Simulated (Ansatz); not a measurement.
**BGeHF (doublet): one geometry, many settings**

Aim: run BGeHF (doublet) at one geometry under a spread of methods and options, and see what each costs and gives.

Computed with Ansatz 0.2.0, Gaussian basis. Level: the settings change from run to run.

20 further runs of the same task are left out: 11 that didn't finish, 9 set aside as unsound or not needed. Runs told in other sessions of the task aren't counted.

## (1) The geometry

The geometry is a PBE0/def2-TZVP stationary point (not a proven minimum) of the parent state, kept for this charge and spin. No spin-orbit coupling is included. The filled d shell of Ge may be among the frozen orbitals whatever the setting's name suggests.

4 atoms, charge 0, spin multiplicity 2.

Atoms are counted from 1 here; the program's logs count them from 0.

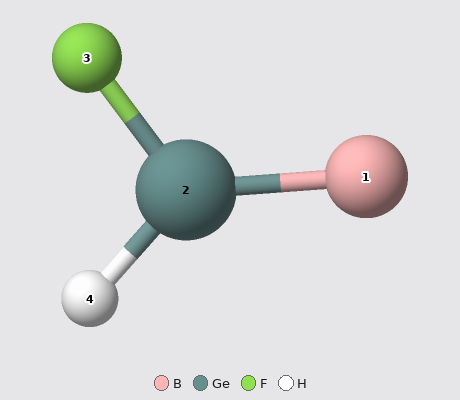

The geometry (boron pink, germanium teal, fluorine green, hydrogen white); atoms are numbered from 1 in the order of the file.

## (2) MP2 on UHF/cc-pVDZ

in.yaml reads:

```yaml
crystal:
  periodic: [false, false, false]
  atoms:
    - {symbol: B, position_ang: [0.000000, -0.815465, 1.721972]}
    - {symbol: Ge, position_ang: [0.000000, 0.225920, 0.127967]}
    - {symbol: F, position_ang: [0.000000, -0.491121, -1.458209]}
    - {symbol: H, position_ang: [0.000000, 1.722026, -0.206468]}
basis:
  gaussian: {orbitals: cc-pVDZ}
magnetization: {spin_polarized: true, initial_magnetization: 1}
correlation: {method: mp2, electrons: outside_noble_gas}
scf: {lower_state_search: light}
output: {forces: true}
```

Started as:

```sh
> ansatz run in.yaml --threads 1 --pin off --events-out ev --progress --plain --max-ram 2393MiB
```

The program printed, cut to the lines that bear on the results:

```text
Functional definition: HF
  name "HF"
  cite "Fock, Z. Phys. 61, 126 (1930) doi:10.1007/BF01340294"
  parent pbe
[...]
634 factors; integrals over basis functions are off by at most 8.7e-4 eV
[...]
mean field -59862.64076257 eV, -2199.9114716692 hartree, gradient 4.2e-6 eV, S^2 1.496551; 14 other end points of the search recorded, 0 dependent functions left out
16 core orbitals not correlated: weight in the atoms' cores, before any rotation towards them, 0.949 or more for the frozen orbitals, at most 0.052 for the correlated occupied ones
reference -59862.64076257 eV, -2199.9114716692 hartree; 8, 7 occupied and 36, 37 virtual orbitals, 634 factors
second order -8.29977639 eV of doubles, -0.00000000 eV of singles
[...]
Total energy: -59870.94053896 eV, -2200.2164828259 hartree
Atom 0 at     0.000000    -0.815465     1.721972 Å, force     0.000000    -1.413273     2.291976 eV/Å
Atom 1 at     0.000000     0.225920     0.127967 Å, force    -0.000000     1.612683    -1.828823 eV/Å
Atom 2 at     0.000000    -0.491121    -1.458209 Å, force     0.000000    -0.357538    -0.606026 eV/Å
Atom 3 at     0.000000     1.722026    -0.206468 Å, force     0.000000     0.158128     0.142873 eV/Å
Dipole moment:    -0.000000     0.450281    -0.066192 e Å
```

Run time: 11 s. Hardware: 1 thread of Intel Xeon Platinum 8259CL at 2.50GHz, shared host.

From the report: ⟨S²⟩ of the determinant 1.497 (pure doublet: 0.75). The determinant of MP2 (⟨S²⟩ 1.50) is far from a pure spin state, so its energy mixes those of several spin states; that is harmless only where they are near-degenerate.

## (3) CCSDT(Q)/B on ROHF/STO-3G

in.yaml reads:

```yaml
crystal:
  periodic: [false, false, false]
  atoms:
    - {symbol: B, position_ang: [0.000000, -0.815465, 1.721972]}
    - {symbol: Ge, position_ang: [0.000000, 0.225920, 0.127967]}
    - {symbol: F, position_ang: [0.000000, -0.491121, -1.458209]}
    - {symbol: H, position_ang: [0.000000, 1.722026, -0.206468]}
basis:
  gaussian: {orbitals: STO-3G}
magnetization: {spin_polarized: false, initial_magnetization: 1}
correlation: {method: ccsdt_q_b, electrons: valence}
```

Same command.

The program printed, cut to the lines that bear on the results:

```text
Functional definition: HF
  name "HF"
  cite "Fock, Z. Phys. 61, 126 (1930) doi:10.1007/BF01340294"
  parent pbe
[...]
433 factors; integrals over basis functions are off by at most 5.7e-8 eV
[...]
mean field -59171.58577919 eV, -2174.5156694440 hartree, gradient 1.1e-6 eV, S^2 0.750000; 6 other end points of the search recorded, 0 dependent functions left out
[...]
determinant -59171.58577919 eV, -2174.5156694440 hartree, with singles and doubles -59174.84044959 eV, -2174.6352763748 hartree
determinant -59171.35895785 eV, -2174.5073339135 hartree, with singles and doubles -59175.16491150 eV, -2174.6472001304 hartree
determinant -59168.68582852 eV, -2174.4090982225 hartree, with singles and doubles -59172.02087495 eV, -2174.5316589182 hartree
determinant -59168.15259414 eV, -2174.3895022202 hartree, with singles and doubles -59172.42285478 eV, -2174.5464314045 hartree
determinant -59171.58577919 eV, -2174.5156694440 hartree, with singles and doubles -59174.84512155 eV, -2174.6354480662 hartree
determinant -59171.35895785 eV, -2174.5073339135 hartree, with singles and doubles -59175.17806447 eV, -2174.6476834931 hartree
unrestricted determinant -59172.33988088 eV, -2174.5433821699 hartree, S^2 1.4077
11 core orbitals not correlated: weight in the atoms' cores, before any rotation towards them, 1.000 or more for the frozen orbitals, at most 0.000 for the correlated occupied ones
reference -59171.35895785 eV, -2174.5073339135 hartree; 13, 12 occupied and 5, 6 virtual orbitals, 433 factors
second order -2.64639824 eV of doubles, -0.03266778 eV of singles
cycle   1  -3.24456878 eV  change   -5.6e-1 eV  update   1.2e-1
[...]
cycle  28  -3.97653302 eV  change   -3.5e-7 eV  update   2.8e-6
perturbative correction -0.01004236 eV, -0.0003690499 hartree
Total energy: -59175.34553323 eV, -2174.6538378563 hartree
```

Run time: 22 s. Hardware: 1 thread of Intel Xeon Platinum 8259CL at 2.50GHz, shared host; peak memory 0.46 GiB.

From the report: correlation -3.9866 eV; T1 0.024; largest double amplitude 0.27.

## (4) CCSDT(Q)/B/STO-3G

Edit in.yaml of step 3 so:

```diff
@@ -9,3 +9,4 @@
   gaussian: {orbitals: STO-3G}
-magnetization: {spin_polarized: false, initial_magnetization: 1}
-correlation: {method: ccsdt_q_b, electrons: valence}
+magnetization: {spin_polarized: true, initial_magnetization: 1}
+hamiltonian: {xc: {name: r2SCAN}}
+correlation: {method: ccsdt_q_b, electrons: outside_noble_gas}
```

Same command.

The program printed, cut to the lines that bear on the results:

```text
Functional definition: r2SCAN
  name "r2SCAN"
  cite "Furness, Kaplan, Ning, Perdew & Sun, J. Phys. Chem. Lett. 11, 8208 (2020) doi:10.1021/acs.jpclett.0c02405"
  cite "Furness, Kaplan, Ning, Perdew & Sun, J. Phys. Chem. Lett. 11, 9248 (2020) doi:10.1021/acs.jpclett.0c03077"
  parent r2scan
[...]
433 factors; integrals over basis functions are off by at most 5.7e-8 eV
[...]
mean field -59223.14282456 eV, -2176.4103559147 hartree, gradient 5.5e-6 eV, S^2 0.906350; 12 other end points of the search recorded, 0 dependent functions left out
16 core orbitals not correlated, not the lowest: weight in the atoms' cores, before any rotation towards them, 0.869 or more for the frozen orbitals, at most 0.030 for the correlated occupied ones
reference -59169.74138526 eV, -2174.4478892171 hartree; 8, 7 occupied and 5, 6 virtual orbitals, 433 factors
second order -2.63275744 eV of doubles, -0.59578409 eV of singles
cycle   1  -3.06408940 eV  change    1.2e-1 eV  update   1.5e-1
[...]
cycle  29  -3.89294616 eV  change    7.9e-7 eV  update   1.2e-6
perturbative correction -0.02163907 eV, -0.0007952210 hartree
Total energy: -59173.65597048 eV, -2174.5917475706 hartree
```

It took 28 s on 1 thread of Intel Xeon Platinum 8259CL at 2.50GHz, shared host.

From the report: ⟨S²⟩ of the determinant 0.906 (pure doublet: 0.75); correlation -3.9146 eV; T1 0.027; largest double amplitude 0.26. The orbitals are Kohn-Sham ones, so correlation energy and T1 don't compare with those on Hartree-Fock orbitals.

## (5) HF (ROHF)/cc-pVDZ

in.yaml reads:

```yaml
crystal:
  periodic: [false, false, false]
  atoms:
    - {symbol: B, position_ang: [0.000000, -0.815465, 1.721972]}
    - {symbol: Ge, position_ang: [0.000000, 0.225920, 0.127967]}
    - {symbol: F, position_ang: [0.000000, -0.491121, -1.458209]}
    - {symbol: H, position_ang: [0.000000, 1.722026, -0.206468]}
basis:
  gaussian: {orbitals: cc-pVDZ}
magnetization: {spin_polarized: false, initial_magnetization: 1}
hamiltonian: {xc: hf}
scf: {lower_state_search: full}
output: {forces: true, orbitals: {seedname: orbitals}}
```

Same command.

The program printed, cut to the lines that bear on the results:

```text
Functional definition: HF
  name "HF"
  cite "Fock, Z. Phys. 61, 126 (1930) doi:10.1007/BF01340294"
  parent pbe
[...]
634 factors; integrals over basis functions are off by at most 8.7e-4 eV
[...]
mean field -59862.09070426 eV, -2199.8912573990 hartree, gradient 2.8e-5 eV, S^2 0.750000; 8 other end points of the search recorded, 0 dependent functions left out
[...]
reference -59862.09070426 eV, -2199.8912573990 hartree; 24, 23 occupied and 36, 37 virtual orbitals, 634 factors
Total energy: -59862.09070426 eV, -2199.8912573990 hartree
Atom 0 at     0.000000    -0.815465     1.721972 Å, force     0.000000    -1.992771     3.057332 eV/Å
Atom 1 at     0.000000     0.225920     0.127967 Å, force    -0.000000     2.222561    -3.240100 eV/Å
Atom 2 at     0.000000    -0.491121    -1.458209 Å, force     0.000000    -0.193627    -0.024016 eV/Å
Atom 3 at     0.000000     1.722026    -0.206468 Å, force     0.000000    -0.036162     0.206784 eV/Å
Dipole moment:    -0.000000     0.532013    -0.098819 e Å
```

Run time: 5.5 s. Hardware: 1 thread of Intel Xeon Platinum 8259CL at 2.50GHz, shared host.

## (6) CISD/6-31G

Edit in.yaml of step 5 so:

```diff
@@ -8,6 +8,4 @@
 basis:
-  gaussian: {orbitals: cc-pVDZ}
+  gaussian: {orbitals: 6-31G}
 magnetization: {spin_polarized: false, initial_magnetization: 1}
-hamiltonian: {xc: hf}
-scf: {lower_state_search: full}
-output: {forces: true, orbitals: {seedname: orbitals}}
+correlation: {active_space: {ras: {orbitals: [12, 1, 25], electrons: 25, max_holes: 2, max_particles: 2}, fixed_orbitals: true}}
```

The command is unchanged.

The program printed:

```text
Functional definition: HF
  name "HF"
  cite "Fock, Z. Phys. 61, 126 (1930) doi:10.1007/BF01340294"
  parent pbe
  exchange = exact_x
  correlation = 0
488 factors; integrals over basis functions are off by at most 4.0e-4 eV
mean field evaluation 1: about -59850.2798 eV, gradient 2.8e1 eV
mean field evaluation 2: about -59850.3410 eV, gradient 2.8e1 eV
mean field evaluation 4: about -59852.3576 eV, gradient 2.3e0 eV
mean field evaluation 8: about -59852.4448 eV, gradient 5.0e-1 eV
mean field evaluation 16: about -59852.4542 eV, gradient 2.5e-6 eV
mean field evaluation 32: about -59852.3053 eV, gradient 4.1e0 eV
mean field evaluation 64: about -59852.4237 eV, gradient 1.9e-1 eV
mean field -59852.45419910 eV, -2199.5371223662 hartree, gradient 2.5e-6 eV, S^2 0.750000; 6 other end points of the search recorded, 0 dependent functions left out
reference -59852.45419910 eV, -2199.5371223662 hartree; 24, 23 occupied and 25, 26 virtual orbitals, 488 factors
state -59861.74496563 eV, -2199.8785517387 hartree
Total energy: -59861.74496563 eV, -2199.8785517387 hartree
```

It took 50 s on 1 thread of Intel Xeon Platinum 8259CL at 2.50GHz, shared host.

From the report: 120,958 determinants.

## (7) The runs in one table

```tsv
level	correlated	functions	energy (eV)	time
MP2 on UHF/cc-pVDZ	outside noble gas	60	-59870.9405	11 s
CCSDT(Q)/B on ROHF/STO-3G	valence	29	-59175.3455	22 s
CCSDT(Q)/B/STO-3G (on r2SCAN orbitals)	outside noble gas	29	-59173.6560	28 s
HF (ROHF)/cc-pVDZ		60	-59862.0907	5.5 s
CISD/6-31G	valence	49	-59861.7450	50 s
```

## (8) Results

| quantity | value |
| --- | --- |
| runs | 5 |
| quickest | HF (ROHF)/cc-pVDZ, 5.5 s |
| slowest | CISD/6-31G, 50 s |

Total energies in different bases, with other cores or another treatment of relativity can't be set against each other. «valence» and «outside noble gas» are the program's key words; the logs give how many orbitals each freezes, and for Ga to Kr the 3d shell needn't follow the word's plain sense. CISD/6-31G took 9 times as long as HF (ROHF)/cc-pVDZ; the jobs differ in more than the method.
